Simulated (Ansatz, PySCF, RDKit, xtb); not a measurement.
**Which structure has the formula B2OF+?**

Task: start from the formula B2OF+ (charge +1), draw up candidate structures, narrow them down in stages, and characterise the one that lies lowest at 298.15 K.

Plan: many cheap relaxations first (GFN2-xTB), then density-functional screening, relaxation at PBE0-D3(BJ)/def2-SVP, vibrations and a final energy. The numbers are computed, not measured.

4 further runs of the same task are left out: 4 set aside as unsound or not needed.

### 1 Drawing up candidates

All bonding patterns within simple valence rules are listed by program: one Lewis structure each, at most two rings and one unusual centre or charged pair. O–O, O–halogen and N–halogen bonds and N–N–N chains are not drawn. That gives 2 candidates.

```
label     SMILES     spin
 c302   O=B[B+]F  singlet
 c906  FB1[B+]O1  singlet
```

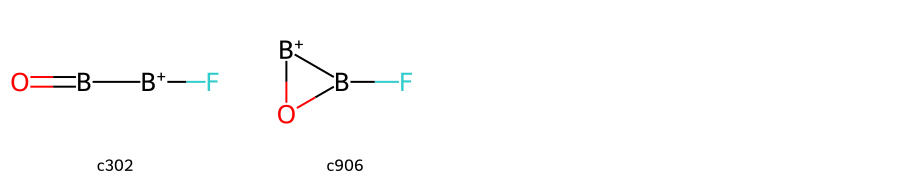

Structural formulas of the candidates.

Candidates are built by distance geometry, with a force field where one applies, in up to four conformers (letters a to d). 10 starts with atoms placed at random are added, to find patterns that the rules miss.

**Question.** With final energies at CCSD(T)/def2-TZVPP, which structure will this search put lowest in free energy, and by what margin?

| quantity | value |
| --- | --- |
| lowest structure found | O=B[B+]F, singlet, C∞v |
| next finalist | [B][O][B][F] ‡, singlet, 9.0 kcal/mol higher in G |
| share at equilibrium, among the finalists | 100.0 % |
| harmonic wavenumbers, lowest and highest (PBE0-D3(BJ)/def2-SVP) | 169 and 2141 cm⁻¹ |
| rotational constants, same geometry | 0.1059 cm⁻¹ |
| HOMO energy (PBE0/def2-TZVPD) | -17.09 eV |
| LUMO energy (PBE0/def2-TZVPD) | -10.52 eV |
| HOMO–LUMO gap (PBE0/def2-TZVPD) | 6.57 eV |
| lowest excitation (TD-B3LYP/def2-SVPD) | 4.55 eV (f = 0.000) |
| lowest triplet excitation, same level, Tamm-Dancoff | 3.91 eV |
| vertical ionisation energy | 19.84 eV |
| vertical recombination energy (electron added) | 8.05 eV |
| vertical triplet less singlet | +4.37 eV |

The lowest structure found is `O=B[B+]F`. The margin of 9.0 kcal/mol over the next finalist is beyond the usual error of the last level; it says nothing of structures that weren't ranked. GFN2-xTB, HF/STO-3G, r2SCAN-D4/def2-SVP, PBE0-D3(BJ)/def2-SVP and MP2/def2-TZVPP already put its bonding pattern lowest among the structures in one piece; HF/def2-TZVPP favours the singlet [B][O][B][F] ‡. A large T1 diagnostic among the finalists warns that one reference determinant may not suffice. It concerns: the winner. Lowest found is not proven lowest: the search is finite, and each finalist counts with one conformer.

‡ marks the bonded skeleton alone, with all bonds drawn single: no Lewis structure was assigned that passes a check against the bond lengths.
